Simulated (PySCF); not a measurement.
# PF3 (phosphorus trifluoride): levels of theory compared

We compute a comparison of 5 runs (UPBE0/STO-6G, wB97X-V/STO-6G, UMP2/STO-6G, CCSD(T)/STO-6G, FCI/STO-6G) of PF3 (phosphorus trifluoride). Input form: a Python script.

The calculation is run with PySCF 2.14.0.

22 further runs of the same task are left out: 12 that didn't finish, 10 set aside as unsound or not needed.

### 1 The molecule

PF3: 4 atoms, total charge 0, spin state singlet. SMILES: `FP(F)F`. The F1–P2 distance was set to 2.829 Å, away from the relaxed value. At this shape a bond of the SMILES string is far longer than usual.

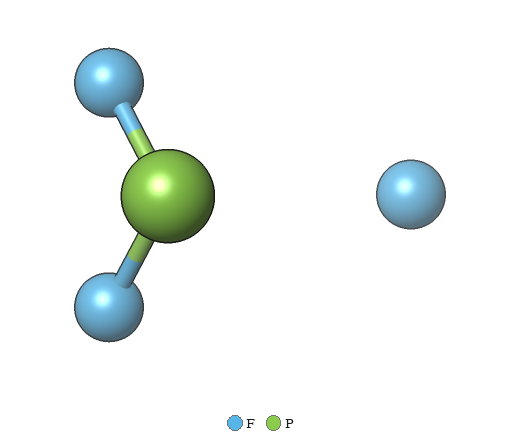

The structure, seen from a chosen angle (fluorine blue, phosphorus green).

### 2 The energy at UPBE0/STO-6G (run 1)

The input, run.py:

```python
from pyscf import gto, dft

mol = gto.M(
    atom='''
F      1.739912    -1.445433     1.260256
P     -0.297500     0.314600     0.392300
F     -1.061900    -0.696500    -0.536900
F      0.525000     1.045200    -0.730000
''',
    verbose=3,
    charge=0,
    basis='sto-6g',
    max_memory=1860,
)

mf = dft.UKS(mol, xc='pbe0')
mf.conv_tol = 1e-10
mf.grids.level = 5
mf.kernel()
if not mf.converged:
    mf = mf.newton().run(mf.mo_coeff, mf.mo_occ)
for _ in range(3):
    mo, _, stable, _ = mf.stability(return_status=True)
    if stable:
        break
    mf.kernel(mf.make_rdm1(mo, mf.mo_occ))

etot = mf.e_tot
print('E(%s) = %.9f' % ('PBE0', etot))
```

Run with:

```console
$ OMP_NUM_THREADS=1 python run.py
```

Log:

```text
converged SCF energy = -637.54130267702  <S^2> = 3.4617287e-09  2S+1 = 1
<class 'pyscf.dft.uks.UKS'> wavefunction has an internal instability
converged SCF energy = -637.586462883337  <S^2> = 0.86280573  2S+1 = 2.1097922
<class 'pyscf.dft.uks.UKS'> wavefunction is stable in the internal stability analysis
E(PBE0) = -637.586462883
```

Wall time 54 s (1 thread of Arm Neoverse V1, shared host); peak memory 0.4 GiB.

### 3 The energy at wB97X-V/STO-6G (run 2)

The input, calc.py:

```python
from pyscf import gto, dft

mol = gto.Mole()
mol.atom = '''
F      3.287957    -2.731473     2.381539
P     -0.562194     0.594508     0.741340
F     -2.006700    -1.316194    -1.014594
F      0.992106     1.975142    -1.379500
'''
mol.unit = 'bohr'
mol.verbose = 3
mol.max_memory = 1860
mol.basis = 'sto-6g'
mol.build()

mf = dft.RKS(mol)
mf.xc = 'wb97x-v'
mf.grids.level = 5
mf.conv_tol = 1e-10
mf.nlcgrids.level = 1
mf.kernel()
if not mf.converged:
    mf = mf.newton().run(mf.mo_coeff, mf.mo_occ)

e_tot = mf.e_tot
print(f'total energy: {e_tot:.8f} hartree')
```

Run with:

```console
$ OMP_NUM_THREADS=1 python calc.py
```

Log:

```text
converged SCF energy = -637.76663553129
total energy: -637.76663553 hartree
```

It took 40 s on 1 thread of Arm Neoverse V1, shared host; peak memory 0.22 GiB.

### 4 The energy at UMP2/STO-6G (run 3)

The input, job.py:

```python
from pyscf import gto, mp

system = gto.M(
    atom=[
    ('F', (1.739912, -1.445433, 1.260256)),
    ('P', (-0.297500, 0.314600, 0.392300)),
    ('F', (-1.061900, -0.696500, -0.536900)),
    ('F', (0.525000, 1.045200, -0.730000)),
],
    max_memory=1860,
    verbose=3,
    basis='sto-6g',
    charge=0,
)

mf = system.UHF()
mf.conv_tol = 1e-10
mf.kernel()
if not mf.converged:
    mf = mf.newton().run(mf.mo_coeff, mf.mo_occ)
for _ in range(3):
    mo, _, stable, _ = mf.stability(return_status=True)
    if stable:
        break
    mf.kernel(mf.make_rdm1(mo, mf.mo_occ))

pt = mp.MP2(mf, frozen=8).run()
etot = pt.e_tot
print('E = %.10f Eh' % etot)
```

Run with:

```console
$ OMP_NUM_THREADS=1 python job.py
```

Log:

```text
converged SCF energy = -636.155565595111  <S^2> = 1.9232466e-08  2S+1 = 1
<class 'pyscf.scf.uhf.UHF'> wavefunction has an internal instability
converged SCF energy = -636.348604881308  <S^2> = 0.98910957  2S+1 = 2.226306
<class 'pyscf.scf.uhf.UHF'> wavefunction is stable in the internal stability analysis
E(UMP2) = -636.404241952896  E_corr = -0.0556370715877915
E(SCS-UMP2) = -636.406924474465  E_corr = -0.0583195931568913
E = -636.4042419529 Eh
```

Wall time 1.4 s (1 thread of Arm Neoverse V1, shared host); peak memory 0.12 GiB.

Run 4 isn't shown in full; the table further down has it.

### 5 A single-point energy at FCI/STO-6G (run 5)

The input, calc.py:

```python
from pyscf import gto, mcscf

mol = gto.Mole()
mol.atom = '''
F    1.739912  -1.445433   1.260256
P   -0.297500   0.314600   0.392300
F   -1.061900  -0.696500  -0.536900
F    0.525000   1.045200  -0.730000
'''
mol.spin = 0
mol.basis = 'sto-6g'
mol.max_memory = 1860
mol.verbose = 3
mol.charge = 0
mol.build()

myscf = mol.RHF()
myscf.conv_tol = 1e-10
myscf.kernel()
if not myscf.converged:
    myscf = myscf.newton().run(myscf.mo_coeff, myscf.mo_occ)

cas = mcscf.CASCI(myscf, myscf.mo_coeff.shape[-1] - 8, (mol.nelec[0] - 8, mol.nelec[1] - 8))  # full CI above the frozen core
cas.fix_spin_(ss=0.0)
cas.kernel()
etot = cas.e_tot
print('E = %.10f Eh' % etot)
```

Run with:

```console
$ OMP_NUM_THREADS=1 python calc.py
```

Log:

```text
converged SCF energy = -636.155565594848
CASCI E = -636.427894751114  E(CI) = -133.047804435515  S^2 = 0.0000000
E = -636.4278947511 Eh
```

Wall time 34 s (1 thread of Arm Neoverse V1, shared host); peak memory 0.19 GiB.

### 6 Overview of the runs

| run | level | follow instability | nlc grid | energy (Eh) | dipole moment (D) of the reference | HOMO energy (eV) | LUMO energy (eV) | wall time |
| --- | --- | --- | --- | --- | --- | --- | --- | --- |
| 1 | UPBE0/STO-6G | yes | – | -637.586463 | 1.07 | -2.39 | 1.33 | 54 s |
| 2 | wB97X-V/STO-6G | – | 1 | -637.766636 | 2.74 | -4.31 | 2.04 | 40 s |
| 3 | UMP2/STO-6G | yes | – | -636.404242 | 1.09 | -6.47 | 6.52 | 1.4 s |
| 4 | CCSD(T)/STO-6G | – | – | -636.430045 | 3.10 | -4.76 | 2.36 | 1.3 s |
| 5 | FCI/STO-6G | – | – | -636.427895 | 3.10 | -4.76 | 2.36 | 34 s |

### 7 Summary of results

| quantity | value |
| --- | --- |
| run 5: total energy | -636.42789 Eh |
| run 5: dipole moment (Hartree–Fock density) | 3.10 D |
| run 5: HOMO energy (Hartree–Fock orbitals) | -4.76 eV |
| run 5: LUMO energy (Hartree–Fock orbitals) | 2.36 eV |
| run 5: HOMO–LUMO gap (Hartree–Fock orbitals) | 7.11 eV |
| run 5: correlation energy (8 core orbitals frozen) | -272.3 mEh |

What this shows: Against full CI in this basis: UMP2 +23.7 mEh; CCSD(T) -2.2 mEh. Totals of different functionals can't be ranked against each other. In run 4 the T1 diagnostic is large, so a single reference may not serve. In runs 1, 2, 3, 4, 5 the basis is minimal, so the values are rough. In runs 2, 4 a closed-shell determinant meets a far-stretched bond, which it describes badly. Spin contamination of the reference: run 3 ⟨S²⟩ = 0.99, run 1 ⟨S²⟩ = 0.86. Where it is this large, the reference is a mixture of spin states, and values that rest on it are in doubt. All runs together took 2.2 min, the longest 54 s.
